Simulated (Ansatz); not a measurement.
## Geometry relaxation of C₂H₅ClOSn (part 2 of 2)

Continued. System: C₂H₅ClOSn. Method: RKS PBE0-D4/def2-TZVP (Ansatz 0.2.0). The geometry: PBE-D4/def2-SVP start.

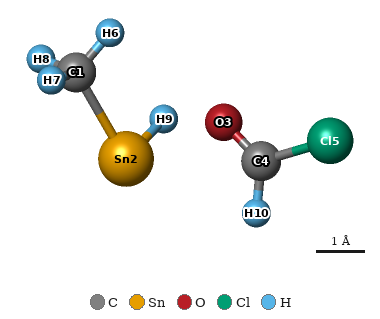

The geometry at step 22 of the log (ball-and-stick view, seen at a tilt; atoms are numbered from 1 in the order of the input).

Trajectory as extended XYZ, continued:
```
10
Properties=species:S:1:pos:R:3:forces:R:3 step=11 energy=-22549.29541
C    -1.3235   -1.0560    1.0945   -0.0199   0.0295   0.0459
Sn    0.6856   -0.2083    1.3161   -0.0089  -0.0108  -0.0080
O     0.5735    0.5251   -1.1105    0.0908   0.2278  -0.0360
C     1.0559    1.5733   -1.4159   -0.0540  -0.1696   0.0576
Cl    1.0361    2.1721   -3.0323   -0.0002  -0.0049   0.0156
H    -1.4638   -1.4515    0.0873   -0.0014  -0.0071  -0.0112
H    -2.1007   -0.3202    1.3129    0.0440  -0.0395  -0.0129
H    -1.4249   -1.8889    1.7987    0.0001   0.0219  -0.0244
H     1.4873   -1.6573    0.6728   -0.0073   0.0086   0.0030
H     1.5577    2.2606   -0.7206   -0.0431  -0.0560  -0.0297
10
Properties=species:S:1:pos:R:3:forces:R:3 step=12 energy=-22549.29480 accepted=F
C    -1.3200   -1.0538    1.0933   -0.0213   0.0187   0.0335
Sn    0.6897   -0.2112    1.3195   -0.0139  -0.0085  -0.0058
O     0.5731    0.5277   -1.1087    0.0333  -0.0793   0.0135
C     1.0609    1.5683   -1.4174   -0.0997   0.1685   0.0547
Cl    1.0305    2.1714   -3.0326    0.0370  -0.0187  -0.0075
H    -1.4581   -1.4474    0.0847    0.0001  -0.0006  -0.0038
H    -2.0955   -0.3166    1.3103    0.0264  -0.0303  -0.0091
H    -1.4259   -1.8883    1.7948    0.0019   0.0222  -0.0188
H     1.4811   -1.6654    0.6784    0.0082   0.0042  -0.0037
H     1.5471    2.2643   -0.7195    0.0280  -0.0762  -0.0530
10
Properties=species:S:1:pos:R:3:forces:R:3 step=13 energy=-22549.29578
C    -1.3205   -1.0544    1.0933   -0.0207   0.0172   0.0295
Sn    0.6883   -0.2097    1.3177   -0.0072  -0.0058  -0.0006
O     0.5718    0.5280   -1.1083   -0.0672  -0.0899   0.0444
C     1.0510    1.5727   -1.4142    0.1104   0.1026  -0.0078
Cl    1.0358    2.1685   -3.0320   -0.0071   0.0098  -0.0072
H    -1.4593   -1.4494    0.0855    0.0000  -0.0021  -0.0060
H    -2.0965   -0.3177    1.3100    0.0255  -0.0266  -0.0083
H    -1.4255   -1.8877    1.7961    0.0018   0.0169  -0.0156
H     1.4842   -1.6606    0.6743    0.0036   0.0026  -0.0024
H     1.5538    2.2592   -0.7196   -0.0392  -0.0246  -0.0260
10
Properties=species:S:1:pos:R:3:forces:R:3 step=14 energy=-22549.29622
C    -1.3214   -1.0566    1.0942    0.0012  -0.0017  -0.0003
Sn    0.6831   -0.2059    1.3229    0.0004   0.0058   0.0054
O     0.5536    0.5387   -1.0951   -0.0014   0.0056  -0.0089
C     1.0541    1.5715   -1.4127    0.0002  -0.0023   0.0045
Cl    1.0375    2.1587   -3.0334   -0.0012  -0.0035  -0.0009
H    -1.4562   -1.4459    0.0834   -0.0028  -0.0019   0.0012
H    -2.0997   -0.3247    1.3131   -0.0010   0.0019   0.0000
H    -1.4250   -1.8937    1.7915    0.0002  -0.0022  -0.0016
H     1.4864   -1.6461    0.6647    0.0018  -0.0013  -0.0023
H     1.5706    2.2530   -0.7259    0.0026  -0.0003   0.0029
10
Properties=species:S:1:pos:R:3:forces:R:3 step=15 energy=-22549.29632
C    -1.3233   -1.0604    1.0965    0.0019  -0.0035  -0.0032
Sn    0.6767   -0.1992    1.3247   -0.0005   0.0000   0.0016
O     0.5413    0.5480   -1.0920    0.0139   0.0212  -0.0159
C     1.0577    1.5718   -1.4141   -0.0202  -0.0103   0.0132
Cl    1.0429    2.1564   -3.0357    0.0010  -0.0062  -0.0002
H    -1.4579   -1.4459    0.0841   -0.0011   0.0003   0.0039
H    -2.1047   -0.3335    1.3199   -0.0071   0.0048   0.0010
H    -1.4213   -1.9011    1.7901    0.0011  -0.0024  -0.0002
H     1.4848   -1.6340    0.6600    0.0046   0.0006  -0.0010
H     1.5869    2.2470   -0.7307    0.0065  -0.0047   0.0008
10
Properties=species:S:1:pos:R:3:forces:R:3 step=16 energy=-22549.29638
C    -1.3305   -1.0708    1.1034    0.0059  -0.0196  -0.0090
Sn    0.6577   -0.1819    1.3276   -0.0006   0.0015   0.0000
O     0.5071    0.5739   -1.0858    0.0895   0.1289  -0.0475
C     1.0673    1.5727   -1.4185   -0.0779  -0.0750   0.0599
Cl    1.0594    2.1517   -3.0421    0.0029  -0.0134   0.0081
H    -1.4658   -1.4459    0.0869   -0.0010   0.0052   0.0113
H    -2.1211   -0.3585    1.3407   -0.0069   0.0060   0.0012
H    -1.4116   -1.9221    1.7867    0.0025   0.0054  -0.0033
H     1.4871   -1.5983    0.6474   -0.0027   0.0023  -0.0001
H     1.6335    2.2282   -0.7436   -0.0118  -0.0414  -0.0204
10
Properties=species:S:1:pos:R:3:forces:R:3 step=17 energy=-22549.29650
C    -1.3296   -1.0702    1.1028   -0.0019   0.0070   0.0040
Sn    0.6592   -0.1825    1.3269   -0.0022  -0.0039  -0.0021
O     0.5119    0.5712   -1.0875    0.0548   0.0961  -0.0319
C     1.0658    1.5737   -1.4178   -0.0643  -0.0965   0.0071
Cl    1.0587    2.1534   -3.0412   -0.0019  -0.0068   0.0049
H    -1.4653   -1.4467    0.0875   -0.0013  -0.0002  -0.0053
H    -2.1198   -0.3566    1.3390   -0.0002  -0.0022  -0.0012
H    -1.4114   -1.9199    1.7874    0.0017  -0.0035   0.0044
H     1.4848   -1.6020    0.6489    0.0022   0.0028   0.0003
H     1.6288    2.2286   -0.7429    0.0131   0.0071   0.0198
10
Properties=species:S:1:pos:R:3:forces:R:3 step=18 energy=-22549.29665
C    -1.3316   -1.0724    1.1040   -0.0008   0.0031   0.0003
Sn    0.6545   -0.1782    1.3271   -0.0017  -0.0010   0.0015
O     0.5067    0.5772   -1.0866   -0.0003   0.0021   0.0001
C     1.0680    1.5735   -1.4186   -0.0006  -0.0009  -0.0037
Cl    1.0596    2.1527   -3.0424    0.0009  -0.0001   0.0028
H    -1.4676   -1.4465    0.0877   -0.0003  -0.0021   0.0004
H    -2.1243   -0.3626    1.3431    0.0018  -0.0015   0.0009
H    -1.4085   -1.9242    1.7869    0.0001  -0.0005  -0.0012
H     1.4857   -1.5933    0.6469    0.0001   0.0012  -0.0001
H     1.6405    2.2228   -0.7451    0.0009  -0.0003  -0.0009
10
Properties=species:S:1:pos:R:3:forces:R:3 step=19 energy=-22549.29671
C    -1.3346   -1.0771    1.1067   -0.0013   0.0006  -0.0018
Sn    0.6456   -0.1697    1.3288   -0.0012  -0.0030   0.0012
O     0.4927    0.5894   -1.0828    0.0069   0.0277  -0.0015
C     1.0713    1.5744   -1.4198    0.0164  -0.0154   0.0069
Cl    1.0652    2.1498   -3.0451   -0.0015   0.0026   0.0084
H    -1.4706   -1.4462    0.0884    0.0003  -0.0020   0.0050
H    -2.1318   -0.3743    1.3516    0.0030  -0.0022   0.0016
H    -1.4034   -1.9333    1.7851   -0.0001   0.0030  -0.0049
H     1.4854   -1.5766    0.6411   -0.0013   0.0024   0.0011
H     1.6631    2.2127   -0.7511   -0.0213  -0.0136  -0.0160
10
Properties=species:S:1:pos:R:3:forces:R:3 step=20 energy=-22549.29636 accepted=F
C    -1.3432   -1.0903    1.1141   -0.0177   0.0185   0.0164
Sn    0.6202   -0.1453    1.3325   -0.0039  -0.0131  -0.0009
O     0.4565    0.6237   -1.0742    0.1131   0.1180  -0.0259
C     1.0877    1.5727   -1.4250   -0.0974  -0.0348   0.0579
Cl    1.0779    2.1457   -3.0514    0.0208  -0.0070   0.0206
H    -1.4802   -1.4463    0.0914    0.0003  -0.0070   0.0021
H    -2.1533   -0.4071    1.3758    0.0285  -0.0232  -0.0039
H    -1.3879   -1.9579    1.7806   -0.0014   0.0158  -0.0166
H     1.4832   -1.5307    0.6266   -0.0043   0.0074   0.0050
H     1.7220    2.1846   -0.7675   -0.0380  -0.0746  -0.0549
10
Properties=species:S:1:pos:R:3:forces:R:3 step=21 energy=-22549.29680
C    -1.3387   -1.0834    1.1100   -0.0086   0.0113   0.0086
Sn    0.6335   -0.1586    1.3307   -0.0024  -0.0018   0.0025
O     0.4754    0.6063   -1.0790    0.0179   0.0272   0.0027
C     1.0781    1.5744   -1.4223   -0.0033  -0.0103   0.0047
Cl    1.0715    2.1481   -3.0482    0.0042   0.0031   0.0082
H    -1.4758   -1.4461    0.0897    0.0003  -0.0045  -0.0015
H    -2.1419   -0.3899    1.3636    0.0138  -0.0113  -0.0016
H    -1.3959   -1.9452    1.7823   -0.0012   0.0041  -0.0060
H     1.4852   -1.5551    0.6358   -0.0021   0.0015  -0.0001
H     1.6917    2.1985   -0.7597   -0.0185  -0.0193  -0.0175
10
Properties=species:S:1:pos:R:3:forces:R:3 step=22 energy=-22549.29682
C    -1.3395   -1.0853    1.1108   -0.0136   0.0182   0.0143
Sn    0.6299   -0.1548    1.3321   -0.0032  -0.0050  -0.0003
O     0.4705    0.6115   -1.0775    0.0147   0.0130   0.0075
C     1.0805    1.5741   -1.4231   -0.0114   0.0024  -0.0004
Cl    1.0727    2.1477   -3.0490    0.0070   0.0026   0.0053
H    -1.4766   -1.4462    0.0900    0.0008  -0.0048  -0.0053
H    -2.1445   -0.3946    1.3668    0.0158  -0.0148  -0.0031
H    -1.3935   -1.9487    1.7812   -0.0010   0.0035  -0.0048
H     1.4835   -1.5486    0.6341    0.0011   0.0018   0.0004
H     1.7002    2.1940   -0.7626   -0.0102  -0.0169  -0.0135
10
Properties=species:S:1:pos:R:3:forces:R:3 step=23 energy=-22549.29686
C    -1.3436   -1.0914    1.1140   -0.0101   0.0175   0.0146
Sn    0.6178   -0.1442    1.3355   -0.0026  -0.0036  -0.0019
O     0.4537    0.6287   -1.0725    0.0324   0.0507   0.0043
C     1.0856    1.5752   -1.4249   -0.0276  -0.0492  -0.0104
Cl    1.0790    2.1455   -3.0519    0.0041   0.0059   0.0064
H    -1.4808   -1.4462    0.0912    0.0001  -0.0045  -0.0083
H    -2.1540   -0.4104    1.3781    0.0146  -0.0127  -0.0036
H    -1.3869   -1.9603    1.7781   -0.0007   0.0018  -0.0028
H     1.4832   -1.5262    0.6278   -0.0003   0.0010   0.0010
H     1.7291    2.1782   -0.7725   -0.0098  -0.0068   0.0008
10
Properties=species:S:1:pos:R:3:forces:R:3 step=24 energy=-22549.29682 accepted=F
C    -1.3446   -1.0920    1.1145    0.0183  -0.0140  -0.0153
Sn    0.6158   -0.1435    1.3364   -0.0009   0.0060   0.0031
O     0.4491    0.6332   -1.0704    0.0497   0.0398  -0.0053
C     1.0881    1.5738   -1.4257   -0.0762  -0.0317  -0.0050
Cl    1.0792    2.1451   -3.0523    0.0107  -0.0021   0.0025
H    -1.4819   -1.4453    0.0906    0.0011   0.0010   0.0071
H    -2.1549   -0.4133    1.3800   -0.0135   0.0146   0.0050
H    -1.3866   -1.9621    1.7767   -0.0005  -0.0046   0.0010
H     1.4857   -1.5223    0.6280   -0.0047  -0.0015  -0.0019
H     1.7334    2.1754   -0.7748    0.0160  -0.0076   0.0089
10
Properties=species:S:1:pos:R:3:forces:R:3 step=25 energy=-22549.29692
C    -1.3433   -1.0912    1.1139   -0.0017   0.0029   0.0024
Sn    0.6175   -0.1441    1.3367   -0.0005  -0.0005  -0.0008
O     0.4517    0.6307   -1.0706    0.0129   0.0174   0.0032
C     1.0854    1.5746   -1.4250   -0.0146  -0.0177  -0.0058
Cl    1.0790    2.1446   -3.0520    0.0022   0.0024   0.0005
H    -1.4799   -1.4453    0.0905    0.0003  -0.0008  -0.0013
H    -2.1537   -0.4110    1.3782    0.0018  -0.0017  -0.0005
H    -1.3869   -1.9608    1.7769   -0.0002  -0.0003  -0.0005
H     1.4831   -1.5252    0.6278    0.0004   0.0002   0.0001
H     1.7300    2.1768   -0.7734   -0.0006  -0.0019   0.0027
10
Properties=species:S:1:pos:R:3:forces:R:3 step=26 energy=-22549.29693
C    -1.3436   -1.0919    1.1142    0.0003  -0.0006   0.0005
Sn    0.6165   -0.1434    1.3375    0.0001   0.0004   0.0008
O     0.4493    0.6336   -1.0689   -0.0004  -0.0002   0.0001
C     1.0856    1.5746   -1.4254    0.0002  -0.0001   0.0019
Cl    1.0796    2.1440   -3.0525   -0.0002   0.0002  -0.0015
H    -1.4793   -1.4456    0.0906   -0.0009   0.0001  -0.0003
H    -2.1544   -0.4123    1.3786   -0.0002   0.0001  -0.0007
H    -1.3870   -1.9618    1.7767    0.0008   0.0003  -0.0004
H     1.4832   -1.5229    0.6268    0.0000   0.0003  -0.0003
H     1.7332    2.1749   -0.7747    0.0003  -0.0004  -0.0002
10
Properties=species:S:1:pos:R:3:forces:R:3 step=27 energy=-22549.29694
C    -1.3446   -1.0937    1.1150    0.0013  -0.0028   0.0001
Sn    0.6127   -0.1399    1.3394    0.0000   0.0002  -0.0005
O     0.4432    0.6398   -1.0662    0.0039   0.0049  -0.0039
C     1.0873    1.5744   -1.4259   -0.0030  -0.0024   0.0078
Cl    1.0809    2.1428   -3.0534   -0.0009  -0.0011  -0.0022
H    -1.4801   -1.4452    0.0905   -0.0008   0.0012   0.0004
H    -2.1572   -0.4174    1.3818   -0.0016   0.0011  -0.0008
H    -1.3848   -1.9656    1.7752    0.0008   0.0005  -0.0001
H     1.4829   -1.5155    0.6247    0.0003   0.0003   0.0000
H     1.7427    2.1692   -0.7781    0.0001  -0.0019  -0.0009
10
Properties=species:S:1:pos:R:3:forces:R:3 step=28 energy=-22549.29694
C    -1.3466   -1.0968    1.1162    0.0049  -0.0088  -0.0022
Sn    0.6060   -0.1338    1.3423    0.0001   0.0026  -0.0006
O     0.4324    0.6508   -1.0615    0.0176   0.0274  -0.0130
C     1.0898    1.5743   -1.4267   -0.0072  -0.0209   0.0186
Cl    1.0830    2.1406   -3.0548   -0.0035  -0.0020  -0.0012
H    -1.4818   -1.4442    0.0902   -0.0009   0.0027   0.0025
H    -2.1625   -0.4263    1.3877   -0.0032   0.0036  -0.0005
H    -1.3809   -1.9721    1.7721    0.0003   0.0010  -0.0004
H     1.4835   -1.5019    0.6217   -0.0015  -0.0002  -0.0002
H     1.7602    2.1585   -0.7842   -0.0066  -0.0053  -0.0030
10
Properties=species:S:1:pos:R:3:forces:R:3 step=29 energy=-22549.29695
C    -1.3462   -1.0967    1.1160   -0.0026   0.0009   0.0049
Sn    0.6063   -0.1337    1.3423   -0.0003  -0.0007  -0.0019
O     0.4332    0.6501   -1.0616    0.0145   0.0189  -0.0109
C     1.0900    1.5740   -1.4267   -0.0123  -0.0134   0.0143
Cl    1.0825    2.1409   -3.0546   -0.0018  -0.0027  -0.0021
H    -1.4813   -1.4442    0.0902   -0.0010   0.0012  -0.0022
H    -2.1622   -0.4258    1.3872    0.0026  -0.0027  -0.0024
H    -1.3808   -1.9718    1.7722    0.0004   0.0010   0.0002
H     1.4824   -1.5027    0.6218    0.0007   0.0006   0.0004
H     1.7591    2.1590   -0.7839   -0.0002  -0.0032  -0.0004
10
Properties=species:S:1:pos:R:3:forces:R:3 step=30 energy=-22549.29696
C    -1.3464   -1.0968    1.1160    0.0001   0.0000   0.0002
Sn    0.6058   -0.1331    1.3423   -0.0002   0.0001  -0.0002
O     0.4328    0.6507   -1.0612    0.0006   0.0015  -0.0008
C     1.0902    1.5738   -1.4264   -0.0004  -0.0014   0.0016
Cl    1.0816    2.1405   -3.0545   -0.0005  -0.0001  -0.0011
H    -1.4815   -1.4437    0.0899   -0.0001   0.0001  -0.0001
H    -2.1626   -0.4265    1.3874    0.0002   0.0000  -0.0001
H    -1.3804   -1.9722    1.7717   -0.0002  -0.0004   0.0000
H     1.4829   -1.5014    0.6219    0.0001   0.0000   0.0002
H     1.7608    2.1576   -0.7843    0.0003   0.0000   0.0004
10
Properties=species:S:1:pos:R:3:forces:R:3 step=31 energy=-22549.29696 accepted=F
C    -1.3477   -1.0988    1.1167    0.0056  -0.0062  -0.0067
Sn    0.6013   -0.1289    1.3442   -0.0001   0.0013   0.0012
O     0.4260    0.6580   -1.0578    0.0061   0.0018  -0.0012
C     1.0924    1.5731   -1.4268   -0.0058   0.0062   0.0055
Cl    1.0815    2.1392   -3.0552    0.0021  -0.0011   0.0003
H    -1.4826   -1.4426    0.0893    0.0008   0.0006   0.0047
H    -2.1658   -0.4323    1.3908   -0.0046   0.0048   0.0024
H    -1.3780   -1.9765    1.7695   -0.0005  -0.0002  -0.0009
H     1.4835   -1.4924    0.6204   -0.0012  -0.0003  -0.0001
H     1.7724    2.1503   -0.7882   -0.0023  -0.0069  -0.0051
10
Properties=species:S:1:pos:R:3:forces:R:3 step=32 energy=-22549.29696
C    -1.3469   -1.0978    1.1163    0.0001   0.0002  -0.0006
Sn    0.6037   -0.1309    1.3433   -0.0003  -0.0008  -0.0002
O     0.4297    0.6542   -1.0595   -0.0003   0.0011   0.0002
C     1.0910    1.5737   -1.4265    0.0019  -0.0008   0.0005
Cl    1.0815    2.1398   -3.0548   -0.0003   0.0004  -0.0003
H    -1.4819   -1.4431    0.0896    0.0004   0.0000   0.0006
H    -2.1640   -0.4292    1.3890   -0.0005   0.0002   0.0004
H    -1.3792   -1.9743    1.7706   -0.0001  -0.0002  -0.0002
H     1.4827   -1.4972    0.6212    0.0004   0.0003   0.0002
H     1.7665    2.1540   -0.7862   -0.0013  -0.0005  -0.0006
```

This output came from the following input.

Input file:
```yaml
crystal:
  periodic: [false, false, false]
  atoms:
    - {symbol: C, position_ang: [-1.299622, -1.013711, 1.064426]}
    - {symbol: Sn, position_ang: [0.789947, -0.284693, 1.360960]}
    - {symbol: O, position_ang: [0.714208, 0.454413, -1.074996]}
    - {symbol: C, position_ang: [1.020901, 1.576225, -1.398505]}
    - {symbol: Cl, position_ang: [0.937283, 2.146827, -3.046948]}
    - {symbol: H, position_ang: [-1.428591, -1.407672, 0.036365]}
    - {symbol: H, position_ang: [-2.045611, -0.217568, 1.256537]}
    - {symbol: H, position_ang: [-1.483612, -1.849149, 1.773307]}
    - {symbol: H, position_ang: [1.491739, -1.821628, 0.729864]}
    - {symbol: H, position_ang: [1.386458, 2.365956, -0.698109]}
basis:
  gaussian: {orbitals: def2-TZVP}
hamiltonian: {xc: pbe0, dispersion: d4}
relax: {f_tol: 0.005, max_steps: 150}
```

Launched with:
```bash
ansatz run in.yaml --threads 4 --pin off --events-out ev --progress --plain --max-ram 10444MiB
```

Summary:

| quantity | value |
| --- | --- |
| outcome | converged |
| total energy | −22549.2970 eV |
| mean-field energy | −22549.1021 eV |
| dispersion energy | −0.1949 eV |
| SCF solution under orbital rotations | stable |
| largest force (length of the vector) at the end | 0.002 eV/Å |
| dipole moment | 3.01 D |
| hardware | 4 threads of Arm Neoverse V1, 23 GiB of memory available, shared host |
| wall time | 2.1 min (CPU time 7.7 min) |
| peak memory | 0.62 GiB |
